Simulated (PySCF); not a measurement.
SMILES C[Si](C)(C)[SiH2][SiH2]C#N at its GFN2-xTB optimised geometry (Å):

```
21

C      0.3911    -0.5606     1.5993
Si     1.0026     0.2860     0.0000
C      2.9148     0.2860     0.0000
C      0.3820     2.0897     0.0000
Si     0.1296    -0.8597    -1.8464
Si    -2.1127    -1.4298    -1.6452
C     -2.8969    -0.0936    -0.6017
N     -3.3179     0.7531     0.0470
H      0.6799    -1.6075     1.6361
H     -0.6923    -0.5144     1.6704
H      0.7948    -0.0805     2.4864
H      3.3071     0.7690    -0.8903
H      3.3179     0.8117     0.8616
H      3.3082    -0.7263     0.0216
H      0.6793     2.6149    -0.9035
H     -0.7023     2.1236     0.0587
H      0.7715     2.6492     0.8462
H      0.2772    -0.0956    -3.0989
H      0.8519    -2.1130    -2.1378
H     -2.9670    -1.4571    -2.8382
H     -2.4067    -2.6492    -0.8812
```

Calculation: PBE/def2-SVP run with PySCF 2.14.0. Cells within 0.4 Å of a nucleus heavier than hydrogen are left out (blank, or x).

Map of the deformation density (molecule minus spherical neutral atoms) (e/bohr³) on the plane z = 0.0 Å:

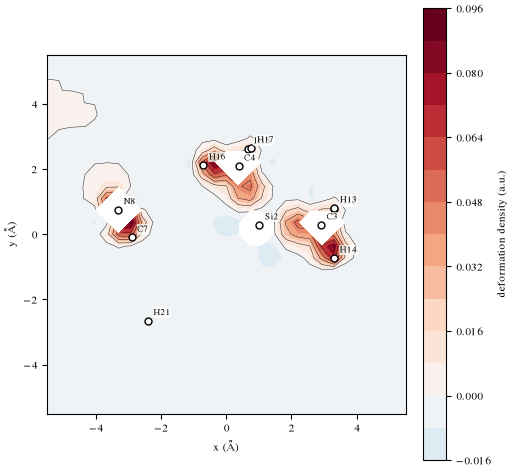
*Deformation density (molecule minus spherical neutral atoms) (e/bohr³) on the plane z = 0.0 Å.*
